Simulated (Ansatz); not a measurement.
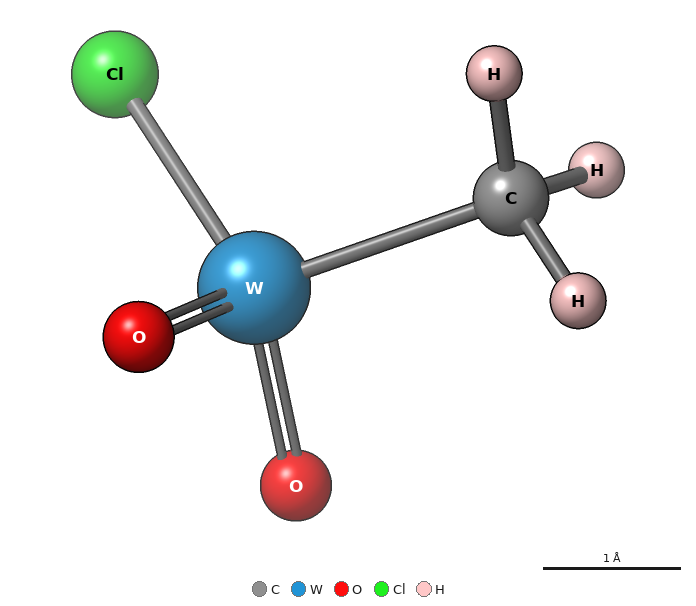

Atoms fade into the background with distance from the viewer. The species is neutral and a spin singlet. Computed geometry: PBE0-D4/def2-TZVP optimisation. Masses are those of the most abundant isotopes; constants are for the rigid equilibrium geometry.

> Classify the rotor and give the rotational constants (MHz).

An asymmetric top (Cs): A = 3597, B = 1943, C = 1830 MHz. Ray's parameter κ is −0.87, close to the prolate limit.
